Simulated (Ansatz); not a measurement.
Consider CuOs.

```
Cu Os
1.0
     5.98779    0.00000    0.00000
     0.00000    5.98779    0.00000
     0.00000    0.00000    5.98779
Cu Os
8 8
Direct
  0.50000 0.00000 0.00000
  0.00000 0.50000 0.00000
  0.00000 0.00000 0.50000
  0.50000 0.50000 0.50000
  0.75000 0.25000 0.25000
  0.25000 0.75000 0.25000
  0.25000 0.25000 0.75000
  0.75000 0.75000 0.75000
  0.00000 0.00000 0.00000
  0.50000 0.50000 0.00000
  0.50000 0.00000 0.50000
  0.00000 0.50000 0.50000
  0.25000 0.25000 0.25000
  0.75000 0.75000 0.25000
  0.75000 0.25000 0.75000
  0.25000 0.75000 0.75000
```

Space group Fd-3m; started from the NaTl (B32)_227 prototype, which need not be the ambient phase; computed without spin polarisation.

These are results of DFT PBE, scalar-relativistic, plane waves, PAW (Ansatz 0.2.0), not measurements.

What can the converged valence pseudo-density and electron localisation function tell about the bonding?

Cu–Cu (2.59 Å): the density is about 0.24 e/Å³ at the midpoint; the ELF is about 0.20 at the midpoint (no localised pair shows between them).
Cu–Os (2.59 Å): the density is about 0.36 e/Å³ at the midpoint; the ELF is about 0.25 at the midpoint: no shared electron pair shows on this line.
Os–Os (2.59 Å): ρ at the midpoint is about 0.59 e/Å³; the ELF is about 0.45 at the midpoint.

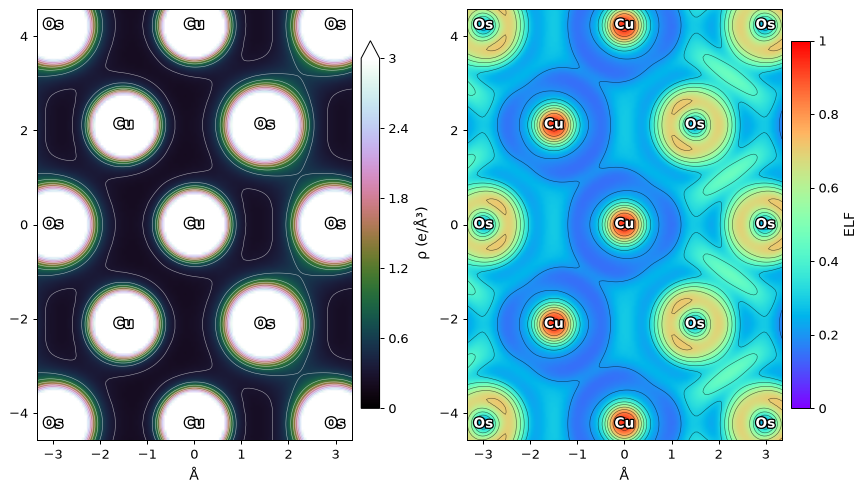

Computed valence pseudo-density and electron localisation function on the (101) plane of the conventional cell, in this order. 

In a PAW calculation such maps are meaningful between the atoms, not at the nuclei.
